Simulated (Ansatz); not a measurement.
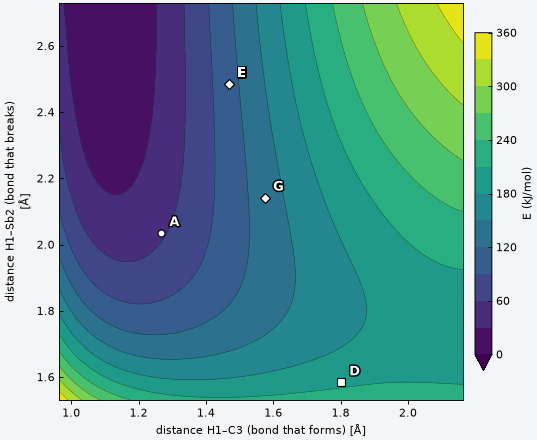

The reacting system CH₃NSb (fragments H₃Sb + CN where the first distance is long, CHN + H₂Sb where the second is long), spin multiplicity 2. First axis: distance H1–C3 (bond that forms). Second axis: distance H1–Sb2 (bond that breaks). Relaxed at each point: all other coordinates. The grid has 13 × 13 points. Points are written as (first, second). All energies are given in kJ/mol relative to the lowest grid point. Level of theory: UKS PBE-D4/def2-SVP in Ansatz 0.2.0.

Drawn: filled contours, lettered points. Between grid points the surface is interpolated.

Q: What kind of point is each of A, D, E, G: minimum, saddle, maximum or slope?

A: A: on a slope; D: on a slope; E: on a slope; G: on a slope. (In these two coordinates alone; a stationary point may lie a little off the grid point.)

Q: Rank the lettered points by energy, lowest first.

A: A (57 kJ/mol), E (108 kJ/mol), G (134 kJ/mol), D (204 kJ/mol).
